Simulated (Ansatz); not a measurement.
# K2H: the cost of one run

Method: DFT PBE, scalar-relativistic, plane waves, PAW, in Ansatz 0.2.0.

2 further runs of the same task are left out: 1 that didn't finish, 1 set aside as unsound or not needed.

## (1) Starting point

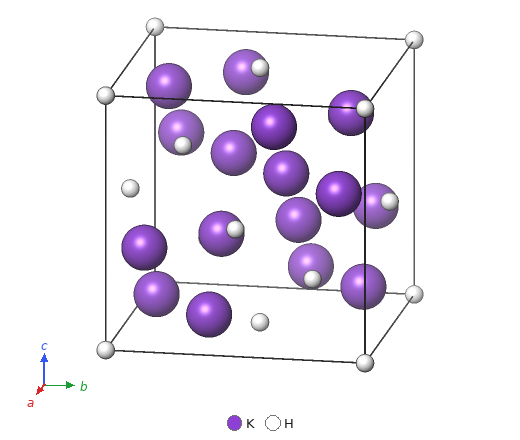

Start, viewed slightly off an axis; potassium purple, hydrogen white. Atoms on the faces are drawn again on the opposite ones. The cell drawn here is the conventional one.

Coordinates:

```xyz
6
Lattice="0.0000 4.2802 4.2802 4.2802 0.0000 4.2802 4.2802 4.2802 0.0000" Properties=species:S:1:pos:R:3 pbc="T T T"
K     5.3503    5.3503    5.3503
K     5.3503    3.2102    3.2102
K     3.2102    3.2102    5.3503
K     3.2102    5.3503    3.2102
H     0.0000    0.0000    0.0000
H     2.1401    2.1401    2.1401
```

The cell is invented: species swapped into a database cell of Ti2Co (Fd-3m, No. 227), with K on the Ti sites and H on the Co sites. Lengths come from tabulated atomic sizes and are only a guess.

## (2) A first look at the guess

Contents of input.yaml:

```yaml
crystal:
  lattice:
    - [0.0, 4.28021876, 4.28021876]
    - [4.28021876, 0.0, 4.28021876]
    - [4.28021876, 4.28021876, 0.0]
  atoms:
    - { symbol: K, position: [0.625, 0.625, 0.625] }
    - { symbol: K, position: [0.125, 0.625, 0.625] }
    - { symbol: K, position: [0.625, 0.625, 0.125] }
    - { symbol: K, position: [0.625, 0.125, 0.625] }
    - { symbol: H, position: [0.0, 0.0, 0.0] }
    - { symbol: H, position: [0.25, 0.25, 0.25] }
basis:
  ecutwfc: 420
kpoints:
  mp_grid: { grid: [4, 4, 4] }
hamiltonian:
  xc: pbe
scf:
  occupations: { method: gaussian, width: 0.1 }
  lower_state_search: "off"
output:
  forces: true
  stress: true
  eigenvalues: true
```

On the command line:

```sh
> ansatz run input.yaml --threads 1 --pin off --max-ram 2048MiB --backend cpu --events-out ev --progress --plain --runs-dir out
```

Q: Estimate wall time and peak memory on 1 thread of Arm Neoverse V1, shared host.

About 2 s, with a peak of 0.36 GiB.
